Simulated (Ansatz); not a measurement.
SnH$_{3}$ClF: several calculations on one system

## 1. Relaxation

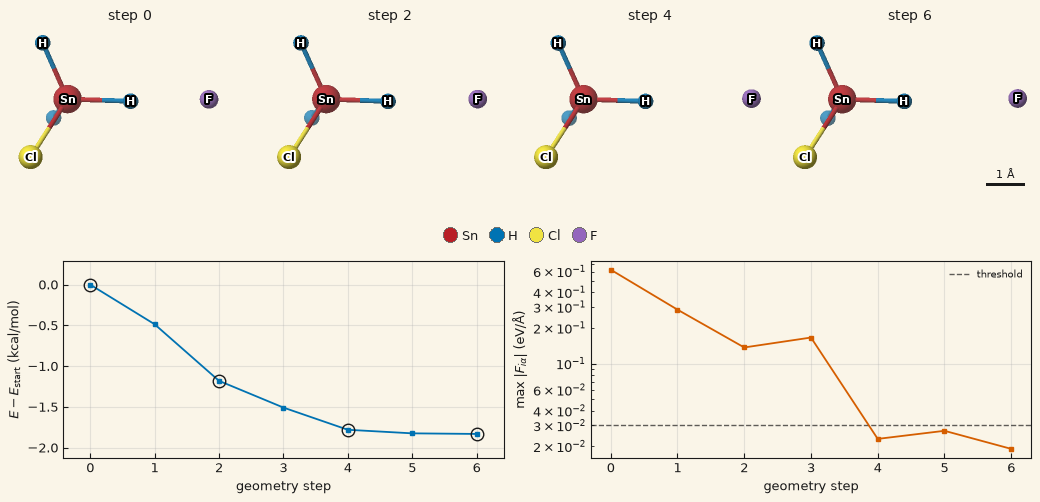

Frames of a relaxation of SnH3ClF (multiplicity 2), marked on the history of the run. A ball-and-stick model, seen from a free direction.

The run prepares an end point of a later path (reaction) calculation, from a guessed geometry.

Computed with UHF/def2-SVP (Ansatz 0.2.0). (collinear spin; force threshold 0.03 eV/Å; at most 50 steps)

Question: Describe the path.

Answer: The energy falls by 1.83 kcal/mol in 6 geometry steps. Largest force component: 0.62 eV/Å at the start, 0.019 eV/Å at the end. The F atom moves most after the best rigid fit: 0.78 Å. Largest moves by element: F 0.78 Å, H 0.17 Å, Cl 0.15 Å, Sn 0.14 Å. Among the contacts that change: H–Sn 1.727 → 1.699 Å. Cost: 40 s on 1 thread of Arm Neoverse V1, on a shared host, peak memory 0.24 GiB. From step 0 to 2: the F atom moves most (0.24 Å), energy −1.18 kcal/mol. From step 2 to 4: the F atom moves most (0.37 Å), energy −0.60 kcal/mol. From step 4 to 6: the F atom moves most (0.17 Å), energy −0.05 kcal/mol.

Limits of the set-up: Hartree-Fock leaves out electron correlation.

## 2. Relaxation

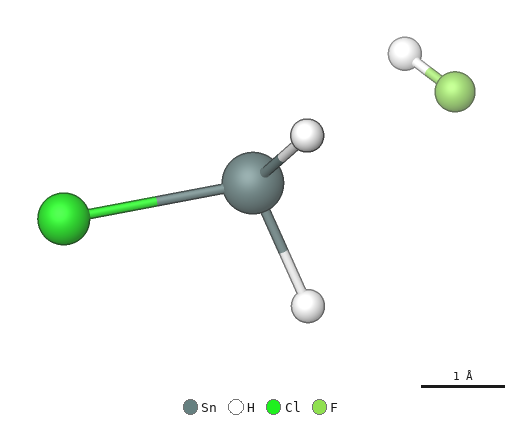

This is the input geometry for a relaxation of SnH$_{3}$ClF (multiplicity 2). The picture is a ball-and-stick view, seen from a free direction.

The run prepares an end point of a later path (reaction) calculation, from a guessed geometry.

All numbers below come from UHF/def2-SVP in Ansatz.

Input file:
```yaml
crystal:
  periodic: [false, false, false]
  atoms:
    - { symbol: Sn, position_ang: [0.390951, 3.4e-05, -0.037088] }
    - { symbol: H, position_ang: [0.118216, -0.001176, 2.900364] }
    - { symbol: Cl, position_ang: [1.959824, 0.001575, -1.835541] }
    - { symbol: H, position_ang: [-0.534571, 1.425414, -0.232978] }
    - { symbol: H, position_ang: [-0.534656, -1.425923, -0.226727] }
    - { symbol: F, position_ang: [-0.766164, 7.5e-05, 2.67067] }
magnetization:
  spin_polarized: true
  initial_magnetization: 1
basis:
  gaussian: { orbitals: def2-SVP }
hamiltonian:
  xc: hf
relax:
  f_tol: 0.03
  max_steps: 50
```

Command:
```bash
ansatz run input.yaml --threads 1 --pin off --max-ram 2048MiB --backend cpu --events-out ev --progress --plain --runs-dir out
```

Where does the relaxation end?

Answer. After 10 accepted moves (13 points after the start) the energy has fallen by 2.55 kcal/mol. Largest force component: 0.72 eV/Å at the start, 0.024 eV/Å at the end. The line search rejected the trial steps at points 5, 7, 10 of the run. The forces were under the threshold at step 9, but the run went on from there. H2 moves most after the best rigid fit: 0.84 Å. By element the largest moves are H 0.84 Å, Cl 0.56 Å, Sn 0.30 Å, F 0.11 Å. Among the contacts that change: Sn1–F6 2.945 → 3.131 Å, H2–F6 0.914 → 0.903 Å. Cost: 26 s on 1 thread of Arm Neoverse V1, on a shared host, peak memory 0.17 GiB.

The structure at the end:

```xyz
6

Sn    0.6386    0.0004   -0.2069
H    -0.4433   -0.0043    3.5224
Cl    1.7154    0.0010   -2.3374
H    -0.3122    1.4238   -0.1933
H    -0.3092   -1.4251   -0.1906
F    -0.6557    0.0044    2.6446
```

The end point in the same view:

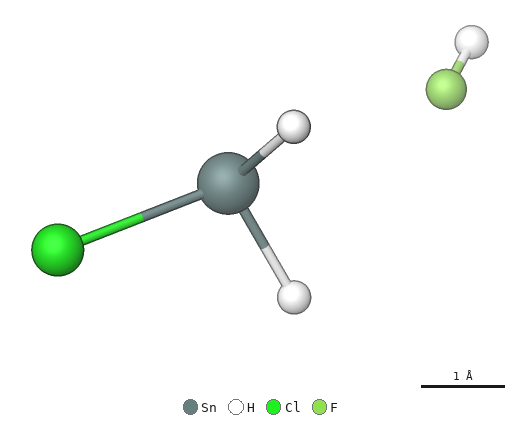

Limits of the set-up: the start holds two separate molecules, 2.9 Å apart at their closest, whose relative position is a soft coordinate and is computed without a dispersion correction; Hartree-Fock leaves out electron correlation.

## 3. Path

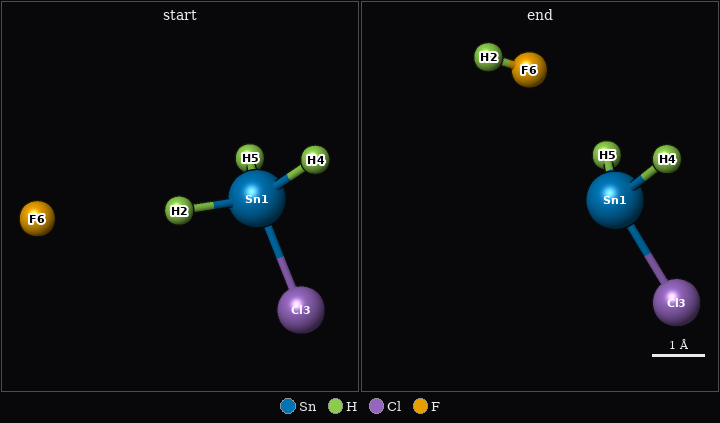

The two relaxed end points of a path for SnH3ClF (multiplicity 2), made up at the start of SnH3Cl and F. Style: ball-and-stick. Shown at a tilt.

All numbers below come from UHF/def2-SVP (Ansatz 0.2.0).

Settings: 5 movable images; climbing image; force threshold 0.05 eV/Å; iteration limit 60.

Start:
```xyz
6

Sn   -0.0410    0.0000   -0.2035
H     0.0523    0.0000    1.4934
Cl    2.1883    0.0000   -0.9915
H    -0.7621    1.4140   -0.8143
H    -0.7621   -1.4140   -0.8143
F    -0.0418    0.0000    4.5689
```

End:
```xyz
6

Sn    0.6305    0.0004   -0.2126
H    -0.4110   -0.0069    3.5282
Cl    1.6842    0.0017   -2.3547
H    -0.3179    1.4253   -0.1871
H    -0.3193   -1.4236   -0.1877
F    -0.6328    0.0031    2.6527
```

> What barrier does the band find between them, and by what path?

Forward barrier 48.5 kJ/mol, backward barrier 203.7 kJ/mol, with image 2 at the top; the reaction energy is −155.2 kJ/mol. A hydrogen atom shifts from one atom to another. Breaking: Sn1–H2 (1.70 → 1.79 at the top → 3.88 Å). Forming: H2–F6 (3.08 → 1.38 at the top → 0.90 Å). The band converged in 33 iterations. The largest component of the band force went from 1300 to 0.049 eV/Å. The climbing image converged on the top of the path. Its vibrational analysis gives one imaginary mode (1781i cm⁻¹), as a transition state must have.

Energies of the converged images:

```json
{"image": "0", "path (Å)": "0.00", "E (kJ/mol)": "0.0"}
{"image": "1", "path (Å)": "1.32", "E (kJ/mol)": "1.1"}
{"image": "2", "path (Å)": "2.65", "E (kJ/mol)": "48.5"}
{"image": "3", "path (Å)": "4.19", "E (kJ/mol)": "-149.4"}
{"image": "4", "path (Å)": "5.74", "E (kJ/mol)": "-148.6"}
{"image": "5", "path (Å)": "7.29", "E (kJ/mol)": "-149.2"}
{"image": "6", "path (Å)": "8.84", "E (kJ/mol)": "-155.2"}
```

The geometry at the top of the path:

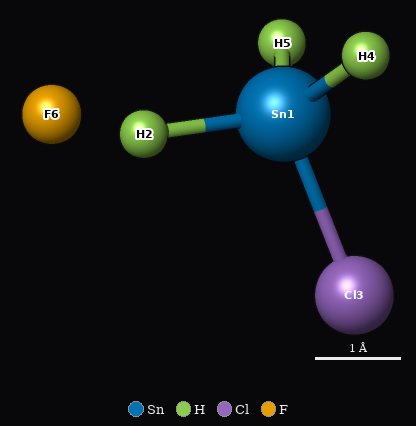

Limits of the set-up: the start holds two separate molecules, 3.1 Å apart at their closest, whose relative position is a soft coordinate and is computed without a dispersion correction; Hartree-Fock leaves out electron correlation.
